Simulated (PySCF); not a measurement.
# CH3BF2: spin-spin couplings and electronic excitations at several levels of theory, part 2 of 2

PySCF 2.14.0. Atoms count from 0.

### Step 9. Excited states and response: PBE0/def2-SVPD

What the job is given:

```
{"job": {"kind": "uv", "xc": "PBE0", "basis": "def2-SVPD", "ip": true}, "charge": 0, "multiplicity": 1}
C     -0.635643     0.110229     0.261759
B      0.788394    -0.109670    -0.329065
F      1.696850     0.848617    -0.375636
F      1.166008    -1.284678    -0.805279
H     -0.839323     1.162048     0.501023
H     -0.740397    -0.485042     1.184033
H     -1.403429    -0.261686    -0.434230
```

With the program's defaults for keys left out, this is: TDDFT PBE0/def2-SVPD, vertical, gas phase, core orbitals frozen in the response.

Output:

```text
coarse grid: 6208 points
cycle   1  E = -264.0278263460  dE =  2.686e-01  |g| = 5.789e-01  |ddm| = 3.205e+00
cycle   2  E = -263.9892245583  dE =  3.860e-02  |g| = 7.796e-01  |ddm| = 1.069e+00
cycle   3  E = -264.0884264007  dE = -9.920e-02  |g| = 5.702e-02  |ddm| = 5.503e-01
cycle   4  E = -264.0890986318  dE = -6.722e-04  |g| = 1.467e-02  |ddm| = 6.344e-02
cycle   5  E = -264.0891512124  dE = -5.258e-05  |g| = 1.616e-03  |ddm| = 1.427e-02
cycle   6  E = -264.0891517293  dE = -5.168e-07  |g| = 1.459e-04  |ddm| = 1.861e-03
final grid: 61744 points
cycle   7  E = -264.1206694521  dE = -3.370e-05  |g| = 4.426e-03  |ddm| = 4.316e-02
cycle   8  E = -264.1206689857  dE =  4.664e-07  |g| = 4.620e-03  |ddm| = 8.920e-03
cycle   9  E = -264.1206742867  dE = -5.301e-06  |g| = 1.183e-04  |ddm| = 4.321e-03
cycle  10  E = -264.1206742887  dE = -1.993e-09  |g| = 8.988e-05  |ddm| = 2.467e-04
cycle  11  E = -264.1206742901  dE = -1.405e-09  |g| = 2.175e-05  |ddm| = 8.333e-05
cycle  12  E = -264.1206742902  dE = -8.413e-11  |g| = 3.087e-06  |ddm| = 2.217e-05
converged SCF energy = -264.1206742902

Static polarisability (au): isotropic 27.569, principal 24.360 28.070 30.277

Singlet excitations
state   eV       nm        f      main configurations
  1   8.7622    141.5   0.02144   H->L 0.87, H->L+1 0.10
  2   9.3869    132.1   0.07963   H->L+1 0.89, H->L 0.10
  3   9.7157    127.6   0.00205   H-1->L 0.83, H-1->L+1 0.09
  4  10.3436    119.9   0.03278   H-1->L+1 0.85, H-1->L 0.11
  5  10.4958    118.1   0.00299   H-3->L 0.74, H-3->L+1 0.09
  6  10.5349    117.7   0.15248   H-2->L 0.91
  7  10.5953    117.0   0.08587   H-2->L+1 0.89
  8  10.9860    112.9   0.00297   H->L+2 0.97
  9  11.2140    110.6   0.02652   H-3->L+1 0.61, H-4->L 0.21
 10  11.4297    108.5   0.07853   H-4->L 0.61, H-3->L+1 0.18

Triplet excitations (Tamm-Dancoff, eV): 7.8323 9.1181 9.4750 9.5855
Vertical ionisation energy (delta-SCF) = 12.9936 eV
```

Run time: 18 s. Hardware: 1 thread of Arm Neoverse V1, shared host; peak memory 0.47 GiB.

Key values: HOMO -10.36 eV, LUMO 0.24 eV; lowest singlet 8.76 eV.

### Step 10. Excited states and response: BHandHLYP/def2-SVPD

The job, as its differences from that of step 9:

```diff
@@ -1,2 +1,2 @@
-{"job": {"kind": "uv", "xc": "PBE0", "basis": "def2-SVPD", "ip": true}, "charge": 0, "multiplicity": 1}
+{"job": {"kind": "uv", "xc": "BHandHLYP", "basis": "def2-SVPD", "ip": true}, "charge": 0, "multiplicity": 1}
 C     -0.635643     0.110229     0.261759
```

With the program's defaults for keys left out, this is: TDDFT BHandHLYP/def2-SVPD, vertical, gas phase, core orbitals frozen in the response.

Output:

```text
coarse grid: 6208 points
cycle   1  E = -264.2022333365  dE =  3.020e-01  |g| = 5.812e-01  |ddm| = 3.151e+00
cycle   2  E = -264.2078927737  dE = -5.659e-03  |g| = 6.026e-01  |ddm| = 9.577e-01
cycle   3  E = -264.2642323882  dE = -5.634e-02  |g| = 3.920e-02  |ddm| = 4.220e-01
cycle   4  E = -264.2645068747  dE = -2.745e-04  |g| = 1.569e-02  |ddm| = 6.173e-02
cycle   5  E = -264.2645691598  dE = -6.229e-05  |g| = 2.704e-03  |ddm| = 1.848e-02
cycle   6  E = -264.2645709798  dE = -1.820e-06  |g| = 3.262e-04  |ddm| = 3.385e-03
final grid: 61744 points
cycle   7  E = -264.2857232477  dE = -1.860e-05  |g| = 2.068e-03  |ddm| = 3.355e-02
cycle   8  E = -264.2857237072  dE = -4.595e-07  |g| = 1.468e-03  |ddm| = 4.878e-03
cycle   9  E = -264.2857242022  dE = -4.950e-07  |g| = 1.396e-04  |ddm| = 1.509e-03
cycle  10  E = -264.2857242058  dE = -3.616e-09  |g| = 6.126e-05  |ddm| = 1.801e-04
cycle  11  E = -264.2857242064  dE = -5.987e-10  |g| = 9.636e-06  |ddm| = 4.861e-05
converged SCF energy = -264.2857242064

Static polarisability (au): isotropic 26.423, principal 23.634 26.949 28.687

Singlet excitations
state   eV       nm        f      main configurations
  1   9.2609    133.9   0.02460   H->L+1 0.95
  2   9.9742    124.3   0.08665   H->L 0.96
  3  10.6395    116.5   0.00144   H-1->L+1 0.82, H-3->L+1 0.12
  4  10.9486    113.2   0.07539   H-1->L 0.89
  5  11.0568    112.1   0.11869   H-2->L 0.90
  6  11.3106    109.6   0.15953   H-2->L+1 0.94
  7  11.4258    108.5   0.00989   H-3->L+1 0.81, H-1->L+1 0.14
  8  11.6630    106.3   0.00364   H->L+2 0.91
  9  12.0824    102.6   0.04447   H-3->L 0.38, H->L+3 0.18, H-1->L+2 0.16
 10  12.1628    101.9   0.00219   H->L+5 0.43, H-3->L 0.17, H->L+4 0.16

Triplet excitations (Tamm-Dancoff, eV): 8.3221 9.6681 10.2491 10.3591
Vertical ionisation energy (delta-SCF) = 13.2965 eV
```

It took 27 s on 1 thread of Arm Neoverse V1, shared host; peak memory 0.48 GiB.

In short: HOMO -11.95 eV, LUMO 0.68 eV; lowest singlet 9.26 eV.

### Step 11. TDDFT and polarisability: CAM-B3LYP/def2-SVPD

The job, as its differences from that of step 10:

```diff
@@ -1,2 +1,2 @@
-{"job": {"kind": "uv", "xc": "BHandHLYP", "basis": "def2-SVPD", "ip": true}, "charge": 0, "multiplicity": 1}
+{"job": {"kind": "uv", "xc": "CAM-B3LYP", "basis": "def2-SVPD", "ip": true}, "charge": 0, "multiplicity": 1}
 C     -0.635643     0.110229     0.261759
```

Level: TDDFT CAM-B3LYP/def2-SVPD, vertical, gas phase, core orbitals frozen in the response.

Output:

```text
coarse grid: 6208 points
cycle   1  E = -264.2119228601  dE =  3.167e-01  |g| = 6.086e-01  |ddm| = 3.158e+00
cycle   2  E = -264.1991029393  dE =  1.282e-02  |g| = 7.308e-01  |ddm| = 1.057e+00
cycle   3  E = -264.2802049118  dE = -8.110e-02  |g| = 4.521e-02  |ddm| = 4.819e-01
cycle   4  E = -264.2805936226  dE = -3.887e-04  |g| = 1.772e-02  |ddm| = 7.394e-02
cycle   5  E = -264.2806714087  dE = -7.779e-05  |g| = 3.267e-03  |ddm| = 2.047e-02
cycle   6  E = -264.2806740695  dE = -2.661e-06  |g| = 4.140e-04  |ddm| = 4.503e-03
final grid: 61744 points
cycle   7  E = -264.3133384758  dE = -3.416e-05  |g| = 2.717e-03  |ddm| = 3.843e-02
cycle   8  E = -264.3133390208  dE = -5.450e-07  |g| = 2.271e-03  |ddm| = 6.312e-03
cycle   9  E = -264.3133400990  dE = -1.078e-06  |g| = 2.253e-04  |ddm| = 2.203e-03
cycle  10  E = -264.3133401030  dE = -4.048e-09  |g| = 1.603e-04  |ddm| = 2.359e-04
cycle  11  E = -264.3133401075  dE = -4.440e-09  |g| = 9.958e-06  |ddm| = 1.227e-04
cycle  12  E = -264.3133401075  dE = -2.854e-11  |g| = 2.748e-06  |ddm| = 1.807e-05
converged SCF energy = -264.3133401075

Static polarisability (au): isotropic 27.610, principal 24.480 28.186 30.163

Singlet excitations
state   eV       nm        f      main configurations
  1   8.8309    140.4   0.02076   H->L+1 0.96
  2   9.4732    130.9   0.07956   H->L 0.96
  3   9.8950    125.3   0.00164   H-1->L+1 0.85, H-3->L+1 0.12
  4  10.4251    118.9   0.03802   H-1->L 0.91
  5  10.6287    116.7   0.07141   H-2->L 0.81, H-3->L+1 0.11
  6  10.7280    115.6   0.03368   H-3->L+1 0.72, H-1->L+1 0.11, H-2->L 0.10
  7  10.7497    115.3   0.15600   H-2->L+1 0.92
  8  11.1685    111.0   0.00266   H->L+2 0.91
  9  11.2618    110.1   0.04736   H-3->L 0.64, H-1->L+2 0.16, H-4->L+1 0.12
 10  11.5571    107.3   0.04153   H-4->L 0.54, H-4->L+1 0.26

Triplet excitations (Tamm-Dancoff, eV): 7.9861 9.2051 9.6579 9.7931
Vertical ionisation energy (delta-SCF) = 13.1966 eV
```

Wall time 34 s (1 thread of Arm Neoverse V1, shared host); peak memory 0.49 GiB.

Key values: HOMO -11.87 eV, LUMO 0.83 eV; lowest singlet 8.83 eV.

### Step 12. Side by side: spin-spin couplings

Couplings (Hz), each a mean over the pairs like the one named, with basis size and wall time:

| run | F2–F3 | B1–F2 | C0–H4 | C0–B1 | C0–F2 | H4–H5 | B1–H4 | functions | time |
| --- | --- | --- | --- | --- | --- | --- | --- | --- | --- |
| B3LYP/def2-TZVP | -229.8 | -139.3 | 120.2 | 87.0 | 34.6 | -13.5 | -6.6 | 142 | 10 s |
| B3LYP/cc-pVTZ | -221.6 | -170.9 | 112.2 | 81.0 | 34.5 | -13.0 | -5.6 | 162 | 12 s |
| B3LYP/6-31G* | -130.1 | -49.6 | 136.7 | 94.5 | 34.0 | -16.9 | -4.5 | 62 | 3.7 s |

### Step 13. Side by side: electronic excitations

Excitations and ground-state properties, with basis size and wall time:

| run | lowest singlet (eV) | brightest (eV) | f | gap (eV) | α (Å³) | μ (D) | functions | time |
| --- | --- | --- | --- | --- | --- | --- | --- | --- |
| HF/def2-SVPD | 10.17 | 11.89 | 0.183 | 16.39 | 3.67 | 1.84 | 110 | 5.9 s |
| LDA/def2-SVPD | 8.10 | 9.51 | 0.152 | 7.70 | 4.36 | 1.69 | 110 | 14 s |
| PBE/def2-SVPD | 8.19 | 9.69 | 0.132 | 7.85 | 4.32 | 1.62 | 110 | 21 s |
| B3LYP/def2-SVPD | 8.65 | 10.37 | 0.136 | 10.06 | 4.14 | 1.69 | 110 | 18 s |
| PBE0/def2-SVPD | 8.76 | 10.53 | 0.152 | 10.60 | 4.09 | 1.71 | 110 | 18 s |
| BHandHLYP/def2-SVPD | 9.26 | 11.31 | 0.160 | 12.63 | 3.92 | 1.78 | 110 | 27 s |
| CAM-B3LYP/def2-SVPD | 8.83 | 10.75 | 0.156 | 12.70 | 4.09 | 1.73 | 110 | 34 s |

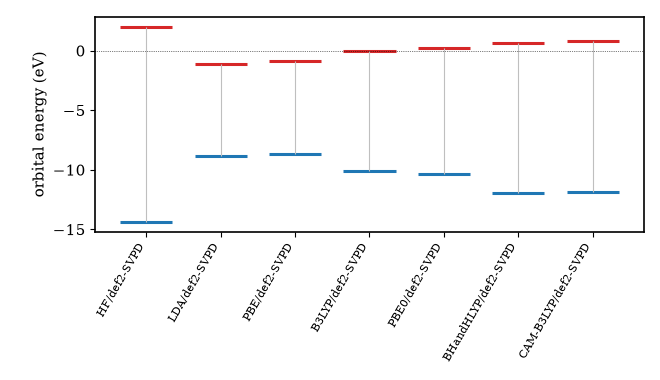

HOMO (blue) and LUMO (red) run by run.

### Step 14. Results

The summary covers parts 1 to 2.

```
                                       quantity                         value
largest coupling of the table (B3LYP/def2-TZVP)      2J(F,F) F2–F3, -229.8 Hz
                  lowest singlet (HF/def2-SVPD)  10.17 eV (122 nm), f = 0.032
       brightest single state of those computed  state 4, 11.89 eV, f = 0.183
                                 lowest triplet                       8.88 eV
              vertical ionisation energy (ΔSCF)                      12.73 eV
        range of J(F2,F3), mean over like pairs           -229.8 to -130.1 Hz
                    range of the lowest singlet              8.10 to 10.17 eV
```

What this shows: Single values in the summary come from the first run of each kind that ended normally (B3LYP/def2-TZVP; HF/def2-SVPD), which need not be the best level. In the run at B3LYP/def2-TZVP, the largest coupling of the table is F2–F3, -229.8 Hz, of which the Fermi-contact term gives 4.8 Hz. Density functionals describe couplings to fluorine poorly, F–F couplings above all, so those rows are rough. The lowest singlet, at 10.17 eV, is HOMO→LUMO+2 0.87 and is weak; of the 10 states computed, the strongest absorption comes from states 3 to 4 together at 11.89 eV. The lowest triplet lies 1.29 eV below the lowest singlet (triplets in Tamm-Dancoff, singlets in full TDDFT). At HF/def2-SVPD, the highest states lie near or above the ionisation energy, where they hang on the basis. The orbital energy would give 14.38 eV for ionisation, ΔSCF gives 12.73 eV. The coupling F2–F3, as a mean over pairs of its kind, runs from -229.8 Hz (B3LYP/def2-TZVP) to -130.1 Hz (B3LYP/6-31G*). The lowest singlet runs from 8.10 eV (LDA/def2-SVPD) to 10.17 eV (HF/def2-SVPD), while the orbital gap spans 7.70 to 16.39 eV: the excitation energy moves far less from run to run than the orbital gap does. The lowest state need not be the same one in every run. The runs solved for a few states only, so the brightest column depends on that window. Couplings from bases without tight functions are rough.
